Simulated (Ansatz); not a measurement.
The compound is Cs2ReF4 (started from the K2NiF4 type) (I4/mmm).

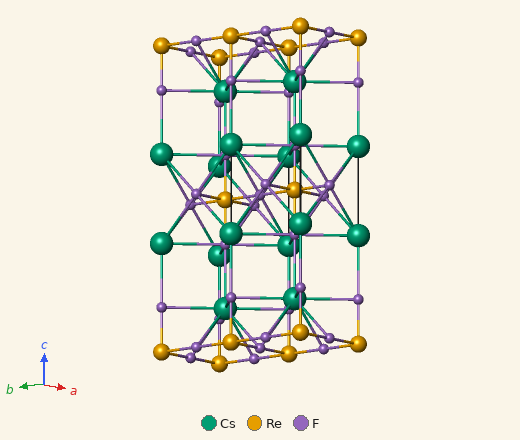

The structure (caesium teal, rhenium orange, fluorine purple). 1×2×1 conventional cells are drawn. Some periodic images of atoms are drawn too.

The structure was built from a prototype and need not be the compound's stable phase.

```yaml
crystal:
  lattice:
    - [2.12297, -2.12297, 7.29815]
    - [-2.12297, 2.12297, 7.29815]
    - [-2.12297, -2.12297, -7.29815]
  atoms:
    - { symbol: Cs, position: [0.35438, 0.35438, 0.00000] }
    - { symbol: Cs, position: [0.64562, 0.64562, 0.00000] }
    - { symbol: Re, position: [0.00000, 0.00000, 0.00000] }
    - { symbol: F, position: [0.00000, 0.50000, 0.50000] }
    - { symbol: F, position: [0.50000, 0.00000, 0.50000] }
    - { symbol: F, position: [0.14577, 0.14577, 0.00000] }
    - { symbol: F, position: [0.85423, 0.85423, 0.00000] }
```

The structure was relaxed with PBEsol. The structure type comes from a generator and need not be one that this composition takes. The structure was generated from a model, not taken from a measurement. The runs that relaxed it are not among those shown. The program's search for lower electronic states was switched off, so nothing shows that the state found is the lowest. Spin-orbit coupling is left out unless a run names it. PAW set soft_2, made with PBE.

A constrained-RPA run (Ansatz 0.2.0; non-magnetic PBEsol; Re t2g, bands v3 to v1, 4×4×4 mesh, medium accuracy) builds 3 functions on bands 1.9 eV wide, with 5.0 electrons in the window. The bare on-site interaction is 12.4 eV and the bare J 0.49 eV.

Q: What U and J survive the screening?

On the Re t2g shell, U = 4.26 eV (34 % of the bare value), U′ = 3.54 eV, J = 0.32 eV.

The parent state is non-magnetic and the interaction static (zero frequency); U depends on the window and the orbitals, so it belongs to this model alone. Spin-orbit coupling, which is strong for atoms this heavy, is left out.

[Paths, hosts, dates, memory and timing lines, banners, echoed tables and standing remarks are left out of the program output.]

[Logs are printed without paths, hosts, clocks, repeated set-up lines and the standing remarks that a program may print on its own settings, such as how far it seeks lower states.]

[Runs of the session that timed out or met a known fault of the program may be left out.]

[Hosts, paths, dates, database ids (printed as entryN), source tags and the programs' standing remarks are cut or masked in the printed files.]
